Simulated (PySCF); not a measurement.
System: C3H20Al3OP3Si.

```xyz
31

P    -2.6311   -0.4605    0.4984
Al   -2.5864   -0.6794   -1.9154
P    -1.2565    1.2685   -2.4716
Al    0.0379    2.9997   -1.3761
P    -0.5095    2.5080    0.9338
Al   -1.0698    0.4594    2.1264
O     0.2859   -0.4612    1.7758
Si    1.4712   -1.1878    0.8970
C     1.1131   -0.6489   -0.9006
C     1.2945   -3.0728    1.0965
C     3.1532   -0.5268    1.4952
H    -3.9610   -0.2141    0.8056
H    -2.6864   -1.7885    0.8946
H    -4.0340   -0.3943   -2.4214
H    -1.8426   -1.9906   -2.3017
H    -2.2105    2.0456   -3.1228
H    -0.5826    0.9591   -3.6427
H    -0.6473    4.3582   -1.7214
H     1.5622    2.7862   -1.6051
H     0.6467    2.9058    1.5885
H    -1.2420    3.6065    1.3589
H    -1.6437    0.6656    3.5240
H     1.8222   -1.0454   -1.6195
H     1.1364    0.4453   -0.9713
H     0.1112   -0.9847   -1.1940
H     2.0795   -3.5991    0.5636
H     0.3405   -3.4187    0.7082
H     1.3498   -3.3664    2.1407
H     3.2301    0.5457    1.3395
H     3.2970   -0.7157    2.5549
H     3.9719   -0.9987    0.9619
```

Geometry: GFN2-xTB.

The calculation used PySCF, PBE0/pcSseg-1, SCF density, gas phase, non-relativistic.

> What will maps of the electron density and electron localisation function show?

Si–O (1.64 Å): ρ at the midpoint is about 1.1 e/Å³; the ELF peaks at about 0.85 between the atoms (a shared but strongly polarised pair).
Al–O (1.68 Å): ρ is about 0.87 e/Å³ halfway; the ELF peaks at about 0.85 in the valence shell of O, 0.6 Å from its nucleus, and is about 0.40 at the midpoint.
C–Si (1.91 Å): ρ is about 0.91 e/Å³ halfway; the ELF peaks at about 0.95 between the atoms, as expected for a shared electron pair.
C–H (1.08 Å): ρ is about 1.9 e/Å³ halfway; the ELF climbs to about 1 towards the hydrogen, as it does in any bond to H; a covalent bond by its length.

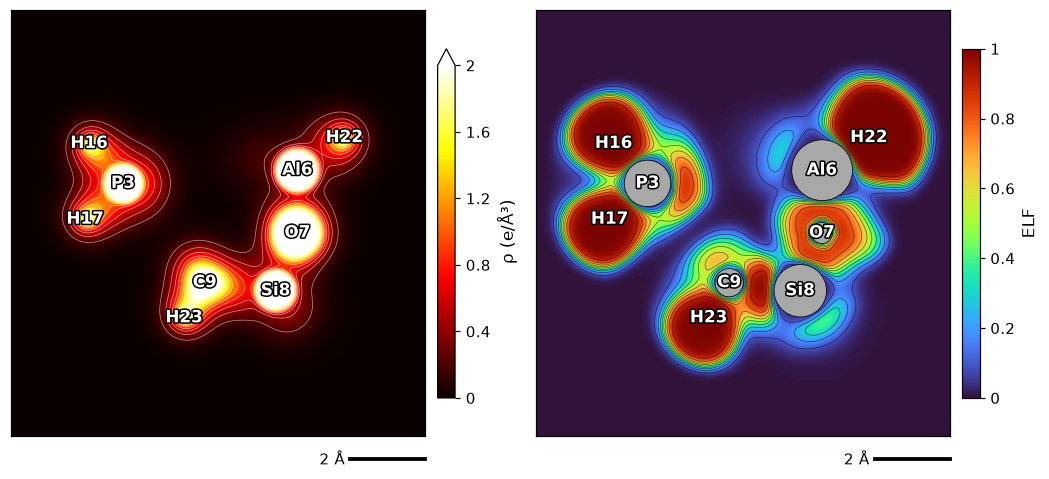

Computed electron density and electron localisation function on the plane of atoms O7, Si8 and C9, in this order. Grey discs cover the atomic cores in the ELF map. 
